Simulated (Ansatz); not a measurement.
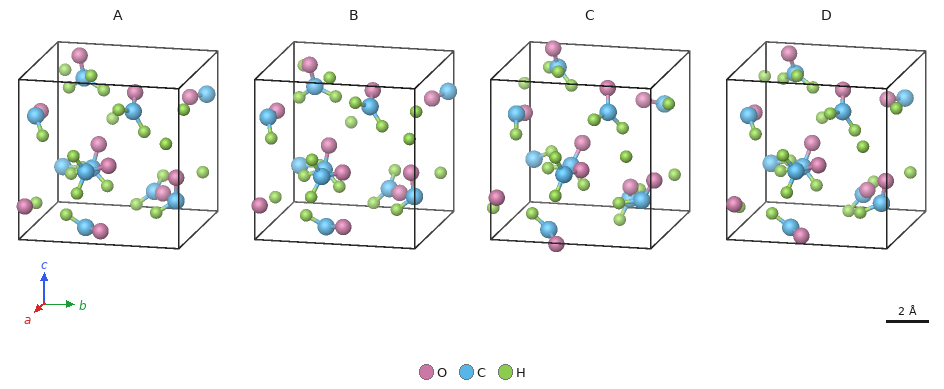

4 geometries from one relaxation of an amorphous cell of composition H$_{2}$CO, in shuffled order. Style: ball-and-stick. Shown: the cell of the calculation, slightly off an axis.

The cell holds 10 H2CO. The run prepares the start of a later molecular dynamics calculation, from a guessed geometry.

Theory: DFT PBE-D3(BJ), scalar-relativistic, plane waves, PAW (Ansatz 0.2.0). Settings: plane-wave cutoff 420 eV; k-point mesh 1 × 1 × 1; occupations fermi dirac; smearing width 0.02 eV; no spin polarisation; atoms relaxed in a fixed cell; force threshold 0.3 eV/Å; at most 15 steps.

Question: Order the frames from highest to lowest energy.

Answer: B, A, D, C. They are steps 0, 4, 8, 12, at +81.2 meV per atom, +25.8 meV per atom, +12.5 meV per atom relative to the last. An H atom moves most: 1.86 Å along [−3 1 3]. Largest moves by element: H 1.86 Å, O 1.45 Å, C 1.29 Å. The cell doesn't change. Among the contacts that change: C–H 1.104 → 1.130 Å, C–O 1.220 → 1.208 Å. The energy falls by 81.2 meV per atom in 12 geometry steps. The largest force component goes from 3 to 0.26 eV/Å. The run took 55 s on 1 thread of Arm Neoverse V1 (shared host), peak memory 0.47 GiB.

Limits of the set-up: the periodic images lie only 7.9 Å apart, so the values are limited by the cell's size.
